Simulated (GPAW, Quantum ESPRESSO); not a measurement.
# Y L₃ ELNES/XANES of YSe (Fm-3m) from DFT, part 2 of 4

Aim: the Y L₃ edge of YSe (Fm-3m) by two routes, a Lanczos recursion (XSpectra) and a sum over empty bands (GPAW), to see which features are robust.

Quantum ESPRESSO 7.5 and GPAW 26.7.0; core-hole supercells, plane-wave PAW LDA.

So far. Step 2 (The field without a hole (Quantum ESPRESSO)): The mesh shows no gap, so the system is treated as a metal and the core electron is put at the Fermi level (neutral cell). Step 3 (Spectrum without a core hole, Y atom 1 (Quantum …): Main maxima below 30 eV (height): 2.5 eV (2.61), 7.2 eV (1.08), 10.8 eV (0.74), 16.0 eV (0.73) and 26.7 eV (0.68). At an L edge the dipole rule selects empty d (and weakly s) states on the absorber, and the strong line at the onset measures the empty part of its d band.

## Step 5: The atom with a core hole (Quantum ESPRESSO)

Level of this step: all-electron atom with a core hole and its PAW potential, LDA, scalar-relativistic (Quantum ESPRESSO).

The final state has one core electron fewer, so a PAW data set is made for an atom with that hole.

Y.lda-spn-kjpaw-2pch.ld1.in

```
&input
   title='Y', zed=39., rel=1, iswitch=3, dft='PZ',
   config='1s2 2s2 2p5 3s2 3p6 3d10 4s2 4p6 5s2 5p0 4d2'
/
&inputp
   file_pseudopw='Y.lda-spn-kjpaw-2pch.UPF', author='',
   lpaw=.true.,
   pseudotype=3,
   lloc=-1,
   rcloc=1.6,
   which_augfun='PSQ',
   rmatch_augfun_nc=.true.,
   nlcc=.true.,
   new_core_ps=.true.,
   rcore=1.2,
   tm=.true.,
   zval=12,
   lgipaw_reconstruction=.true., use_paw_as_gipaw=.true.
/
6
4S  1  0  2.00  0.00  1.08  1.40  0.0
5S  2  0  2.00  0.00  1.08  1.40  0.0
4P  2  1  6.00  0.00  1.17  1.60  0.0
5P  3  1  0.00  0.00  1.17  1.60  0.0
4D  3  2  2.00  0.00  1.08  1.80  0.0
4D  3  2  0.00  0.50  1.08  1.80  0.0
```

The run is started by

```console
ld1.x < Y.lda-spn-kjpaw-2pch.ld1.in > Y.lda-spn-kjpaw-2pch.ld1.out
```

The log of the run:

```text
     [... banner and references ...]
PAW data will be used for GIPAW calculation
     --------------------------- All-electron run ----------------------------

     Y
     scalar relativistic calculation

     atomic number is 39.00
     dft =PZ   lsd =0 sic =0 latt =0  beta=0.20 tr2=1.0E-14
     Exchange-correlation= PZ
                           (   1   1   0   0   0   0   0)
     mesh =1223 r(mesh) = 100.62879 a.u. xmin = -7.00 dx = 0.01250
     1 Ry =  13.60569312 eV, c = 137.03599908

     n l     nl                  e(Ry)          e(Ha)          e(eV)
     1 0     1S 1( 2.00)     -1248.0825      -624.0413    -16981.0280
     2 0     2S 1( 2.00)      -175.5215       -87.7608     -2388.0921
     2 1     2P 1( 5.00)      -157.7862       -78.8931     -2146.7910
[...]
3 2     3D 1(10.00)       -13.0458        -6.5229      -177.4968
[...]
final scf error:  1.8E-16 reached in  37 iterations

     Etot =   -6608.643054 Ry,   -3304.321527 Ha,  -89915.169351 eV

     Ekin =    6785.697014 Ry,    3392.848507 Ha,   92324.111201 eV
     Encl =  -15880.167733 Ry,   -7940.083866 Ha, -216060.688915 eV
     Eh   =    2689.659456 Ry,    1344.829728 Ha,   36594.681159 eV
     Exc  =    -203.831791 Ry,    -101.915895 Ha,   -2773.272796 eV

     normalization and overlap integrals

     s(1S/1S) =  1.000000  <r> =   0.0381  <r2> =    0.0020  r(max) =   0.0247
     s(1S/2S) = -0.007730
     s(1S/3S) = -0.003100
     s(1S/4S) = -0.001233
[...]
s(2S/2S) =  1.000000  <r> =   0.1663  <r2> =    0.0326  r(max) =   0.1404
[...]
s(2P/2P) =  1.000000  <r> =   0.1444  <r2> =    0.0255  r(max) =   0.1121
     s(2P/3P) = -0.001534
     s(2P/4P) = -0.000532
     s(2P/5P) = -0.000128
[...]
Encl =  -15880.167733 Ry,   -7940.083866 Ha, -216060.688915 eV
     Eh   =    2689.659456 Ry,    1344.829728 Ha,   36594.681159 eV
     Exc  =    -203.831791 Ry,    -101.915895 Ha,   -2773.272796 eV

     normalization and overlap integrals

[...]
s(3S/5S) = -0.000138
[...]
s(3P/5P) = -0.000088
     s(3D/3D) =  1.000000  <r> =   0.4522  <r2> =    0.2472  r(max) =   0.3452
     s(3D/4D) = -0.000185
     s(4S/4S) =  1.000000  <r> =   1.2279  <r2> =    1.7121  r(max) =   1.0903
     s(4S/5S) = -0.000075
     s(4P/4P) =  1.000000  <r> =   1.3796  <r2> =    2.1884  r(max) =   1.1900
     s(4P/5P) = -0.000046
     s(5S/5S) =  1.000000  <r> =   3.7456  <r2> =   16.0243  r(max) =   3.1548
     s(5P/5P) =  1.000000  <r> =   5.0986  <r2> =   30.1360  r(max) =   4.1534
     s(4D/4D) =  1.000000  <r> =   2.2513  <r2> =    6.3292  r(max) =   1.5864

     ------------------------ End of All-electron run ------------------------

     ---------------------- Testing the pseudopotential ----------------------

     Y
     scalar relativistic calculation

     atomic number is 39.00   valence charge is 12.00
     dft = SLA  PZ   NOGX NOGC   lsd =0 sic =0 latt =0  beta=0.20 tr2=1.0E-14
     mesh =1223 r(mesh) = 100.62879 xmin = -7.00 dx = 0.01250

     n l     nl             e AE (Ry)        e PS (Ry)    De AE-PS (Ry)
[...]
3 1     5P   1( 0.00)       -0.11376       -0.11375       -0.00000
     3 2     4D   1( 2.00)       -0.29411       -0.29410       -0.00001

     eps = 1.1E-16  iter =  6

     Etot =   -6608.643054 Ry,   -3304.321527 Ha,  -89915.169351 eV
     Etotps =  -282.145005 Ry,    -141.072502 Ha,   -3838.778348 eV

     Ekin =     136.506926 Ry,      68.253463 Ha,    1857.271349 eV
     Encl =    -288.438366 Ry,    -144.219183 Ha,   -3924.403896 eV
     Ehrt =      73.618399 Ry,      36.809199 Ha,    1001.629343 eV
     Ecxc =    -203.831964 Ry,    -101.915982 Ha,   -2773.275144 eV
     (Ecc =      -4.782890 Ry,      -2.391445 Ha,     -65.074540 eV)

     ---------------------- End of pseudopotential test ----------------------
```

Run time: 0.78 s. Hardware: 1 MPI rank of Arm Neoverse V2, shared host; peak memory 0.13 GiB.

## Step 6: Supercell with XCH, Y atom 1 (Quantum ESPRESSO)

The holes are 5.7 Å apart. The excited electron is kept in the cell, where it fills the lowest empty states and screens the hole.

scf.in

```
&control
   calculation='scf', prefix='x', pseudo_dir='../pp', outdir='tmp', tprnfor=.true.
/
&system
   ibrav=0, nat=8, ntyp=3, nbnd=43
   ecutwfc=41, ecutrho=420
   occupations='smearing', smearing='mv', degauss=0.015
/
&electrons
   conv_thr=8.0e-08, electron_maxstep=120
   mixing_beta=0.5
/
ATOMIC_SPECIES
Y0 1.0 Y.lda-spn-kjpaw-2pch.UPF
Y 1.0 Y.lda-spn-kjpaw.UPF
Se 1.0 Se.lda-n-kjpaw.UPF
CELL_PARAMETERS angstrom
  0.00000000 -5.70300000 0.00000000
  -5.70300000 0.00000000 0.00000000
  0.00000000 0.00000000 -5.70300000
ATOMIC_POSITIONS crystal
Y0   0.50000000 0.50000000 0.50000000
Y    0.00000000 0.50000000 0.00000000
Y    0.50000000 0.00000000 0.00000000
Y    0.00000000 0.00000000 0.50000000
Se   0.00000000 0.00000000 0.00000000
Se   0.50000000 0.00000000 0.50000000
Se   0.00000000 0.50000000 0.50000000
Se   0.50000000 0.50000000 0.00000000
K_POINTS automatic
5 5 5 0 0 0
```

The run is started by

```console
OMP_NUM_THREADS=1 mpirun --oversubscribe --bind-to none -np 4 pw.x -nk 4 -in scf.in > scf.out
```

The log of the run:

```text
     [... banner and references ...]
[banner, memory and clock lines left out]
using ibrav=0 with symmetry is DISCOURAGED, use correct ibrav instead

     G-vector sticks info

     bravais-lattice index     =            0
     lattice parameter (alat)  =      10.7771  a.u.
     unit-cell volume          =    1251.7186 (a.u.)^3
     number of atoms/cell      =            8
     number of atomic types    =            3
     number of electrons       =        69.00
     number of Kohn-Sham states=           43
     kinetic-energy cutoff     =      41.0000  Ry
     charge density cutoff     =     420.0000  Ry
     scf convergence threshold =      8.0E-08
     mixing beta               =       0.5000
     number of iterations used =            8  plain     mixing
     Exchange-correlation= SLA  PZ   NOGX NOGC
                           (   1   1   0   0   0   0   0)

     celldm(1)=  10.777108  celldm(2)=   0.000000  celldm(3)=   0.000000
     celldm(4)=   0.000000  celldm(5)=   0.000000  celldm(6)=   0.000000

     crystal axes: (cart. coord. in units of alat)
               a(1) = (   0.000000  -1.000000   0.000000 )
               a(2) = (  -1.000000   0.000000   0.000000 )
               a(3) = (   0.000000   0.000000  -1.000000 )

     reciprocal axes: (cart. coord. in units 2 pi/alat)
               b(1) = ( -0.000000 -1.000000 -0.000000 )
               b(2) = ( -1.000000 -0.000000 -0.000000 )
               b(3) = ( -0.000000 -0.000000 -1.000000 )

     ../pp/Y.lda-spn-kjpaw-2pch.UPF
     Pseudo is Projector augmented-wave + core cor, Zval = 12.0
     Shape of augmentation charge: PSQ
[...]
iteration #  9     ecut=    41.00 Ry     beta= 0.50
     Davidson diagonalization with overlap
     ethr =  4.74E-10,  avg # of iterations =  4.3

     End of self-consistent calculation

          k =-0.0000-0.0000-0.0000 (  5497 PWs)   bands (ev):

   -36.8531 -31.8487 -31.8309 -31.8309 -15.9089 -15.9089 -15.9089 -12.0405
   -12.0405 -12.0405 -11.9494 -11.9494 -11.9494 -11.8842 -11.8842 -11.8842
    -3.5819  -2.9865  -2.9583  -2.9583   6.1544   6.1544   6.1544   7.7288
     7.7288   7.7288   7.8385   7.8385   7.8385   8.6872   8.6872   8.6872
     9.2951   9.2951   9.2951  11.1366  11.1366  11.1366  11.6181  11.6181
    12.3166  12.8370  12.8371

     [... bands of 9 further k-points ...]

     the Fermi energy is    11.5802 ev

!    total energy              =   -1840.00751963 Ry
     total all-electron energy =    -46315.181054 Ry
     estimated scf accuracy    <       0.00000001 Ry
     smearing contrib. (-TS)   =      -0.00521817 Ry
     internal energy E=F+TS    =   -1840.00230146 Ry

     The total energy is F=E-TS. E is the sum of the following terms:
     one-electron contribution =     -52.18395647 Ry
     hartree contribution      =      59.69617559 Ry
     xc contribution           =     -97.80190936 Ry
     ewald contribution        =    -331.39255671 Ry
     one-center paw contrib.   =   -1418.32005451 Ry

     convergence has been achieved in   9 iterations

     Forces acting on atoms (cartesian axes, Ry/au):

     atom    1 type  1   force =    -0.00000000   -0.00000000   -0.00000000
     atom    2 type  2   force =    -0.00000000   -0.00000000   -0.00000000
     atom    3 type  2   force =    -0.00000000   -0.00000000   -0.00000000
[...]
atom    7 type  3   force =    -0.00000000   -0.00000000   -0.00000000
     atom    8 type  3   force =    -0.00000000   -0.00000000   -0.00000000

     Total force =     0.000000     Total SCF correction =     0.000000

     XML data file, charge density, pseudopotentials, collected wavefunctions
```

Wall time 20 s (4 MPI ranks); peak memory 0.29 GiB; 78 s of CPU time.

Energy with the hole: -630150.140 eV, cores included.

## Step 7: Spectrum with XCH, Y atom 1 (Quantum ESPRESSO)

The Lanczos recursion gives the spectrum without computing empty bands; each polarisation needs a run of its own on the full k mesh. xe0 is set between filled and empty states, and states below it are cut, here at the Fermi level, which holds the excited electron. The file of filecore holds the core orbital, taken from the hole-free data set.

xspectra.in

```
&input_xspectra
   calculation='xanes_dipole', edge='L3'
   prefix='x', outdir='tmp', xiabs=1, xe0=11.5802
   xonly_plot=.false., x_save_file='xanes.sav'
   xniter=3000, xcheck_conv=20, xerror=0.005
   xcoordcrys=.false., xepsilon(1)=1, xepsilon(2)=0, xepsilon(3)=0
/
&plot
   xnepoint=413, xemin=-10, xemax=45, terminator=.true., cut_occ_states=.true.
   xgamma=0.4
/
&pseudos
   filecore='../Y.wfc'
/
&cut_occ
   cut_desmooth=0.1, cut_stepl=0.05, cut_stepu=0.05, cut_ierror=1e-5
/
4 4 4 0 0 0
```

The run is started by

```console
OMP_NUM_THREADS=1 mpirun --oversubscribe --bind-to none -np 4 xspectra.x -nk 4 -in xspectra.in > xspectra.out
```

The log of the run:

```text
     [... banner and references ...]
Reading input_file

     calculation: xanes_dipole

     xepsilon  [cartesian coordinates]:   1.000000   0.000000   0.000000

     xonly_plot: FALSE
        => complete calculation: Lanczos + spectrum plot

     filecore (core-wavefunction file): ../Y.wfc

     main plot parameters:
        cut_occ_states: TRUE
        gamma_mode:  constant
        -> using xgamma [eV]:  0.40
        xemin [eV]: -10.00
        xemax [eV]:  45.00
        xnepoint:  413
        xe0 [eV]:  11.580200 (energy zero read in input file)

     WARNING: variable ef_r is obsolete

                      Reading SCF save directory: x.save

     tmp/x.save/

     Exchange-correlation= PZ
                           (   1   1   0   0   0   0   0)

     G-vector sticks info

                           Getting the Fermi energy

     From SCF save directory:
        ehomo [eV]:   11.9386 (highest occupied level)
        elumo [eV]:   12.0525 (lowest occupied level)
        ef    [eV]:   11.9386

     -> ef (in eV) will be written in x_save_file

                           Energy zero of the spectrum

     -> ef will NOT be used as energy zero of the spectrum
       (because xe0 read in input file)

     G-vector sticks info

     bravais-lattice index     =            0
     lattice parameter (alat)  =      10.7771  a.u.
     unit-cell volume          =    1251.7186 (a.u.)^3
     number of atoms/cell      =            8
     number of atomic types    =            3
     number of electrons       =        69.00
     number of Kohn-Sham states=           43
     kinetic-energy cutoff     =      41.0000  Ry
     charge density cutoff     =     420.0000  Ry
     Exchange-correlation= PZ
                           (   1   1   0   0   0   0   0)

     celldm(1)=  10.777108  celldm(2)=   0.000000  celldm(3)=   0.000000
     celldm(4)=   0.000000  celldm(5)=   0.000000  celldm(6)=   0.000000

     crystal axes: (cart. coord. in units of alat)
               a(1) = (   0.000000  -1.000000   0.000000 )
               a(2) = (  -1.000000   0.000000   0.000000 )
               a(3) = (   0.000000   0.000000  -1.000000 )

     reciprocal axes: (cart. coord. in units 2 pi/alat)
               b(1) = ( -0.000000 -1.000000 -0.000000 )
               b(2) = ( -1.000000 -0.000000 -0.000000 )
               b(3) = ( -0.000000 -0.000000 -1.000000 )

     ../pp/Y.lda-spn-kjpaw-2pch.UPF
     Pseudo is Projector augmented-wave + core cor, Zval = 12.0
     Shape of augmentation charge: PSQ
     Using radial grid of 1223 points,  6 beta functions with:
                l(1) =   0
                l(2) =   0
                l(3) =   1
                l(4) =   1
                l(5) =   2
[...]
Q(r) pseudized with 0 coefficients

     ../pp/Y.lda-spn-kjpaw.UPF
     Pseudo is Projector augmented-wave + core cor, Zval = 11.0
     Shape of augmentation charge: PSQ
     Using radial grid of 1223 points,  6 beta functions with:
[...]
l(4) =   1
                l(5) =   2
                l(6) =   2
     Q(r) pseudized with 0 coefficients

     PseudoPot. #3 for Se:     Pseudo is Projector augmented-wave + core cor, Zval =  6.0

     atomic species   valence    mass     pseudopotential
     Y0               12.00     1.00000     Y ( 1.00)
     Y                11.00     1.00000     Y ( 1.00)
     Se                6.00     1.00000     Se( 1.00)

     48 Sym. Ops., with inversion, found

   Cartesian axes

     site n.     atom                  positions (alat units)
         1        Y0     tau(   1) = (  -0.5000000  -0.5000000  -0.5000000  )
         2        Y      tau(   2) = (  -0.5000000   0.0000000   0.0000000  )
         3        Y      tau(   3) = (   0.0000000  -0.5000000   0.0000000  )
         4        Y      tau(   4) = (   0.0000000   0.0000000  -0.5000000  )
         5        Se     tau(   5) = (   0.0000000   0.0000000   0.0000000  )
         6        Se     tau(   6) = (   0.0000000  -0.5000000  -0.5000000  )
[...]
k(    5) = (  -0.2500000  -0.0000000  -0.0000000), wk =   0.0312500
[...]
k(   62) = (  -0.7500000  -0.7500000  -0.2500000), wk =   0.0312500
        k(   63) = (  -0.7500000  -0.7500000  -0.5000000), wk =   0.0312500
        k(   64) = (  -0.7500000  -0.7500000  -0.7500000), wk =   0.0312500

     Dense  grid:   181955 G-vectors     FFT dimensions: (  72,  72,  72)

     Smooth grid:    44299 G-vectors     FFT dimensions: (  45,  45,  45)

     The potential is recalculated from file :
     tmp/x.save/charge-density

     Starting wfcs are   68 atomic wfcs
     Checking if some PAW data can be deallocated...

               Reading core wavefunction file for the absorbing atom

     ../Y.wfc successfully read

                              Attributing the PAW radii
                     for the absorbing atom [units: Bohr radius]

        PAW proj 1: r_paw(l= 0)= 2.10  (1.5*r_cut)
        PAW proj 2: r_paw(l= 0)= 2.10  (1.5*r_cut)
        PAW proj 3: r_paw(l= 1)= 2.40  (1.5*r_cut)
        PAW proj 4: r_paw(l= 1)= 2.40  (1.5*r_cut)
        PAW proj 5: r_paw(l= 2)= 2.70  (1.5*r_cut)
        PAW proj 6: r_paw(l= 2)= 2.70  (1.5*r_cut)

        NB: The calculation will not necessary use all these r_paw values.
            - For a edge in the electric-dipole approximation,
              only the r_paw(l=1) values are used.
            - For a K edge in the electric-quadrupole approximation,
              only the r_paw(l=2) values are used.

            - For a L2 or L3 edge in the electric-quadrupole approximation,

              all projectors (s, p and d) are used.

                          Starting XANES calculation
                     in the electric dipole approximation
     Method of calculation based on the Lanczos recursion algorithm
        - STEP 1: Construction of a kpoint-dependent Lanczos basis,
          in which the Hamiltonian is tridiagonal (each 'iter'
          corresponds to the calculation of one more Lanczos vector)
        - STEP 2: Calculation of the cross-section as a continued fraction
          averaged over the k-points.

     ... Begin STEP 1 ...

        Radial transition matrix element(s) used in the calculation of the
        initial vector of the Lanczos basis (|tilde{phi}_abs> normalized)
l =  2    Radial matrix element proj. ( 1)=    0.02889804
l =  2    Radial matrix element proj. ( 2)=    0.03610966
l =  0    Radial matrix element proj. ( 1)=    0.00964807
l =  0    Radial matrix element proj. ( 2)=    0.01098849
NB: the    16 k-point are not all listed below because npool=  4

               Lanczos Number                 1  of            4

        |-------------------------------------------------------------
        ! k-point #     1:  (-0.0000, -0.0000, -0.0000),  0.0312,   1
        |-------------------------------------------------------------
        |   Norm of the initial Lanczos vector: 0.20774796E-01
        |   Estimated error at iter     20:   1.00587758
        |   Estimated error at iter     40:   0.29137095
        |   Estimated error at iter     60:   0.58964934
        |   Estimated error at iter     80:   0.25712385
        |   Estimated error at iter    100:   0.21027559
[...]
!   => CONVERGED at iter    220 with error=  0.00437481
        |-------------------------------------------------------------
        ! k-point #     2:  (-0.0000, -0.0000, -0.2500),  0.0312,   1
        |-------------------------------------------------------------
        |   Norm of the initial Lanczos vector: 0.20774962E-01
[...]
|   Estimated error at iter    320:   0.02504993
        |   Estimated error at iter    340:   0.00762236
        |   Estimated error at iter    360:   0.00596898
        !   => CONVERGED at iter    380 with error=  0.00487498
        |-------------------------------------------------------------
     [... 61 further k-points ...]
        ! k-point #    16:  (-0.7500, -0.0000, -0.7500),  0.0312,   1
        |-------------------------------------------------------------
        |   Norm of the initial Lanczos vector: 0.20774901E-01

     Results of STEP 1 successfully written in x_save_file
     x_save_file name:
     ->  xanes.sav
     x_save_file version:  2

     ... End STEP 1 ...

     ... Begin STEP 2 ...

     The spectrum is calculated using the following parameters:
        xe0 [eV]:   11.5802
        the occupied states are elimintate from the spectrum
        xemin [eV]: -10.00
        xemax [eV]:  45.00
        xnepoint:  413
        constant broadening parameter [eV]:    0.400
        Core level energy [eV]:  -2080.
         (from electron binding energy of neutral atoms in X-ray data booklet)

     Cross-section successfully written in xanes.dat

     ... End STEP 2 ...

                                END JOB XSpectra
```

Elapsed: 71 s, on 4 MPI ranks; peak memory 0.23 GiB.

The Y L₃ spectrum, Y atom 1, excited-electron core hole (neutral cell) (energy from the energy zero of the input (xe0, at the border of filled and empty states); intensity scaled to a mean of 1 over the first 20 eV; folded afterwards to Lorentzian half width 0.75 eV up to 4 eV, rising linearly to 1.75 eV at 25 eV; the points at xe0, where the cut of filled states can leave a spike, are interpolated):

| E (eV) | intensity |
| --- | --- |
| -2.0 | 0.34 |
| -0.5 | 1.27 |
| 1.0 | 2.83 |
| 2.5 | 2.36 |
| 4.0 | 1.12 |
| 5.5 | 0.76 |
| 7.0 | 0.85 |
| 8.5 | 0.71 |
| 10.0 | 0.63 |
| 11.5 | 0.58 |
| 13.0 | 0.54 |
| 14.5 | 0.62 |
| 16.0 | 0.68 |
| 17.5 | 0.57 |
| 19.0 | 0.52 |
| 20.5 | 0.53 |
| 22.0 | 0.52 |
| 23.5 | 0.56 |
| 25.0 | 0.63 |
| 26.5 | 0.65 |
| 28.0 | 0.56 |
| 29.5 | 0.52 |
| 31.0 | 0.47 |

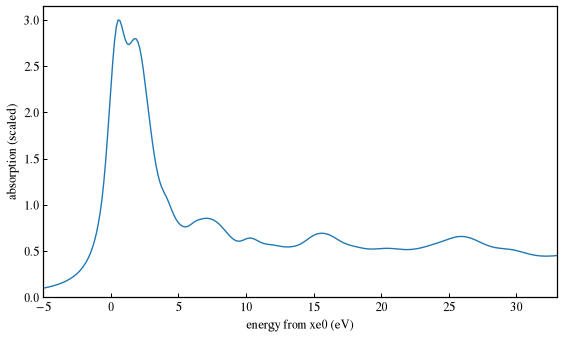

The Y L₃ edge, Y atom 1, excited-electron core hole (neutral cell): main maxima at 0.5, 1.7 and 7.1 eV.

Main maxima below 30 eV (height): 0.5 eV (3.00), 1.7 eV (2.80), 7.1 eV (0.85), 15.6 eV (0.69) and 25.9 eV (0.66). 

(Part 2 of 4 ends here.)

[Banner, clock and machine lines of the logs are left out without a mark of their own.]

[Logs are printed without paths, hosts, clocks, repeated set-up lines and the standing remarks that a program may print on its own settings, such as how far it seeks lower states.]

[Hosts, paths, dates, database ids (printed as entryN), source tags and the programs' standing remarks are cut or masked in the printed files.]

[Lists of maxima count a maximum above −3 eV only where it reaches 4 % of the highest in the window and stands out from its surroundings by 2 % of it (1.5 % where it reaches 55 %); shoulders and weaker maxima are passed over, and of the rest the first, up to two pre-edge ones and the few strongest are named.]
